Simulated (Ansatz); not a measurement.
System: CH5BBe (SMILES [BeH][CH2]B).

```xyz
8

C     1.1819   -0.5247    0.7611
B     0.0512   -1.4878    1.1242
Be    1.1381   -0.3359   -0.9181
H     2.2181   -0.8996    0.9283
H     1.0670    0.5244    1.1194
H     1.1446   -0.1551   -2.2358
H     0.2325   -2.6911    1.1242
H    -1.0731   -1.0761    1.3420
```

Geometry: BLYP-D3(BJ)/def2-SVP.

Theory: isolated molecule in a Gaussian basis; Kohn-Sham density functional theory, functional PBE0 (Ansatz).

What can the converged electron density and electron localisation function tell about the bonding?

Answer. C–B (1.53 Å): the density is about 1.5 e/Å³ at the midpoint; the ELF peaks at about 0.95 between the atoms (localised, covalent bonding).
C–Be (1.69 Å): ρ at the midpoint is about 0.9 e/Å³; the ELF peaks at about 0.95 between the atoms; a shared but strongly polarised pair.
Be–H (1.33 Å): ρ is about 0.69 e/Å³ halfway; the ELF climbs to about 1 towards the hydrogen.

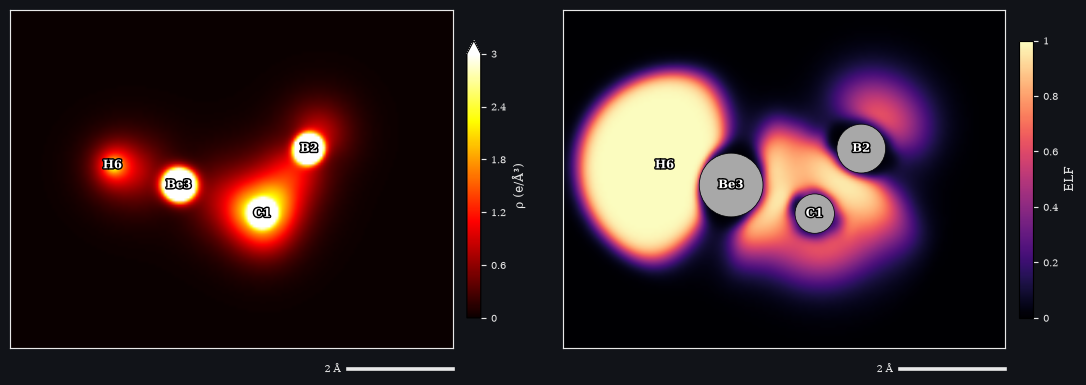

Computed electron density and electron localisation function on the plane of atoms B2, C1 and Be3, in this order. Grey discs cover the atomic cores in the ELF map. 
